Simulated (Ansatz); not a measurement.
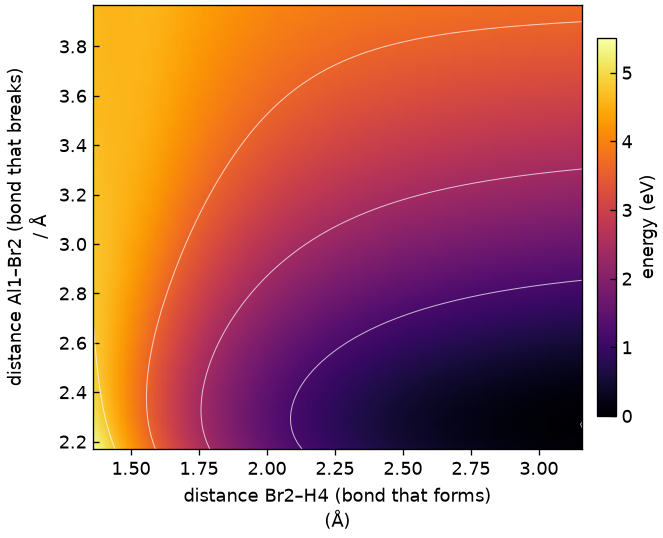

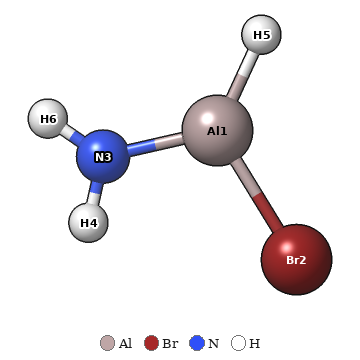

Energy landscape of the reacting system AlBrH₃N. 
- Coordinates scanned: (1) distance Br2–H4 (bond that forms); (2) distance Al1–Br2 (bond that breaks).
- Relaxed at each point: all other coordinates.
- The scan uses a 13 × 13 grid.
- Points are written as (first, second).
- Energies are in eV, from the lowest grid point.
- The reference is spin-restricted, so regions where a bond is pulled apart into radicals lie too high.
- Level of theory: RHF/def2-SVP in Ansatz 0.2.0.

In the figure: a smooth colour map with a few white contour lines. Between grid points the surface is interpolated. The second picture is the structure at the lowest point.

> Describe this landscape.

The lowest grid point is at (3.159 Å, 2.250 Å). It lies at the edge of the scanned range, so the true minimum may lie outside. The highest grid point, (1.359 Å, 2.169 Å), lies 5.51 eV above the lowest.

The whole map (169 points run) took 21 min on 1 thread of Arm Neoverse V1 (shared host).
